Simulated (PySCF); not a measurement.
F₅Si, charge −1, SMILES `F[Si-](F)(F)(F)F`.

PySCF calculation, HF/cc-pVDZ, gas phase; geometry: GFN2-xTB. No frequency check shows the geometry to be a minimum. The basis has no diffuse functions, which an anion needs.

Geometry (Å), atoms numbered from 1:

```
F1       0.1639   -1.6044    0.3755
Si2      0.0000    0.0001    0.0430
F3      -0.1642    1.6043    0.3757
F4       0.0003    0.0002   -1.5693
F5      -1.6044   -0.1642    0.3754
F6       1.6044    0.1640    0.3758
```

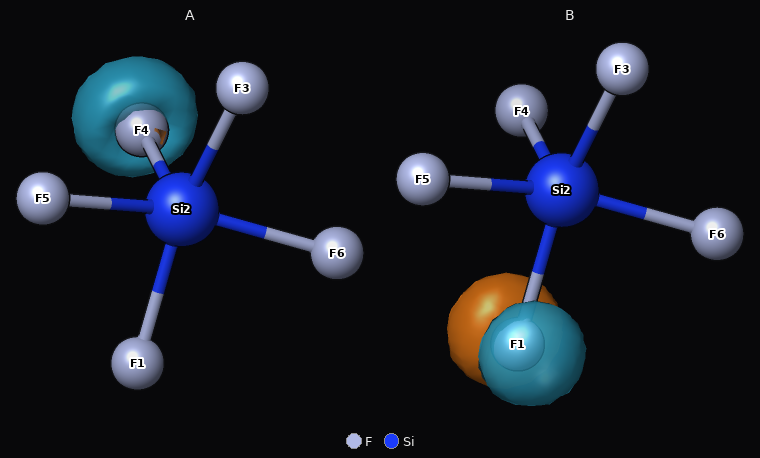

Intrinsic bond orbitals (IBO), occupied; each surface holds about 70 % of the orbital's density. Energies are diagonal elements of the Fock matrix.

Identify each orbital.

By panel:
- A: lone pair on F4 (sp1-type) (F4 100 %; −22.6 eV)
- B: lone pair on F1 (p-type) (F1 97 %; −11.9 eV)

How do all the valence pairs divide up?

20 pairs: 15 lone pairs and 5 strongly polarised pairs.

The PySCF run took 1.1 s on 1 thread of Intel(R) Xeon(R) Platinum 8488C (Sapphire Rapids) (shared host), peak memory 0.34 GiB.
